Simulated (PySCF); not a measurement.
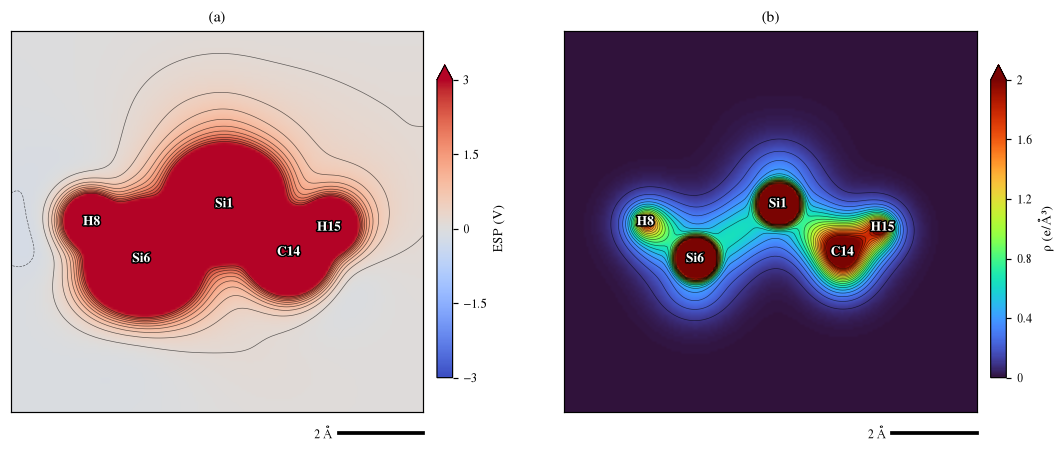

Figure. C₂H₁₂Si₃ (Si(SiH3)2Me2). (a) molecular electrostatic potential; (b) total electron density on the plane of atoms Si6, Si1 and C14.

Geometry: PBE0-D3(BJ)/def2-SVP.

Theory: PBE0/pcSseg-1, SCF density, gas phase, non-relativistic in PySCF.

```xyz
17

Si   -0.1514    0.0067   -0.1006
Si   -0.1148   -0.0276    2.2475
H    -1.5013    0.0390    2.8130
H     0.6630    1.1323    2.7880
H     0.5272   -1.2883    2.7397
Si    2.0780    0.0056   -0.8360
H     2.8335   -1.1365   -0.2291
H     2.7663    1.2779   -0.4485
H     2.1555   -0.1286   -2.3277
C    -1.0222    1.5699   -0.7099
H    -1.0187    1.6120   -1.8108
H    -0.5224    2.4747   -0.3319
H    -2.0696    1.5892   -0.3699
C    -1.0269   -1.5421   -0.7407
H    -2.0682   -1.5783   -0.3828
H    -0.5153   -2.4548   -0.3982
H    -1.0411   -1.5516   -1.8420
```

What do the fields say about this system?

The plane passes through Si, H and C nuclei.
C–Si (1.89 Å): ρ at the midpoint is about 0.91 e/Å³.
Si–Si (2.35 Å): ρ at the midpoint is about 0.64 e/Å³.
C–H (1.10 Å): ρ is about 1.9 e/Å³ halfway.
Si–H (1.50 Å): ρ at the midpoint is about 0.76 e/Å³.
The potential has no marked negative region in this plane.
